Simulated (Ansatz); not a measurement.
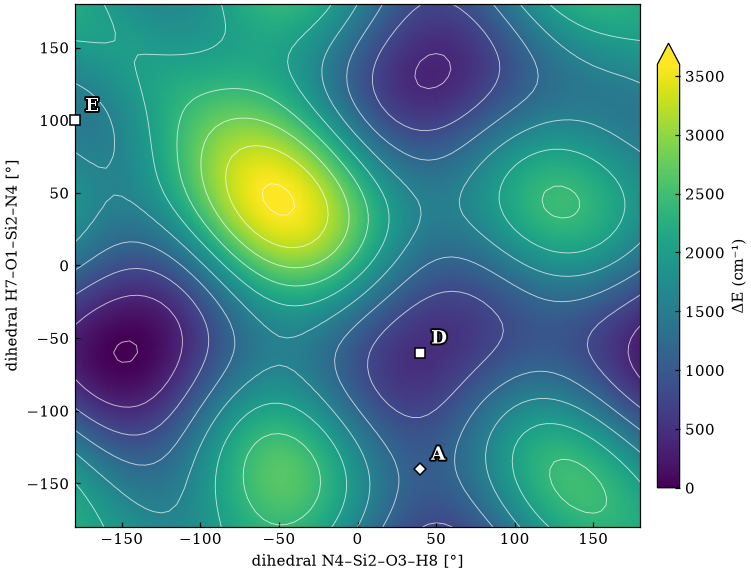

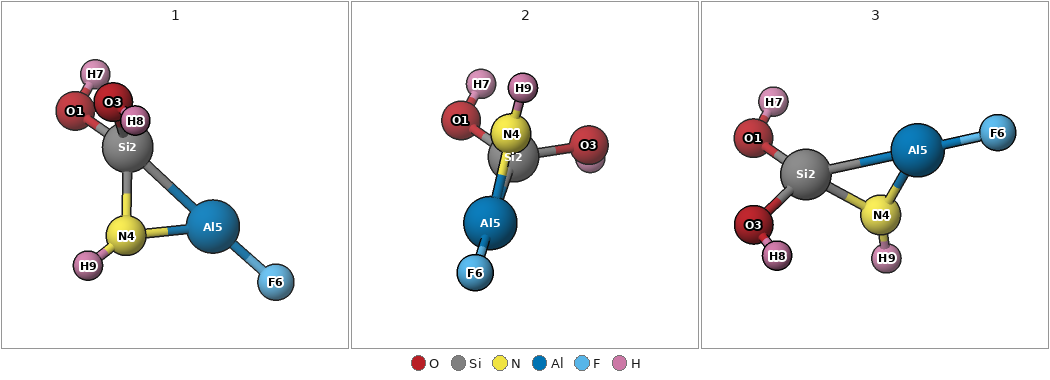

AlFH3NO2Si, SMILES O[Si]1(O)[NH][Al]1[F]. Coordinates scanned: (1) dihedral N4–Si2–O3–H8; (2) dihedral H7–O1–Si2–N4. Nothing is relaxed (all other coordinates rigid). The grid has 18 × 18 points. Points are written as (first, second). Energies: cm⁻¹, counted from the lowest grid point. Computed with RKS SPW92 (LDA)/def2-SVP in Ansatz 0.2.0.

In the figure: a smooth colour map with a few white contour lines, one colour for all values above the top of the scale, lettered points. Between grid points the surface is interpolated. The numbered pictures are the structures at these points, in random order.

### Which structure belongs to which point?

A is structure 1: (40°, −140°), 1060 cm⁻¹; D is structure 3: (40°, −60°), 471 cm⁻¹; E is structure 2: (−180°, 100°), 1459 cm⁻¹.
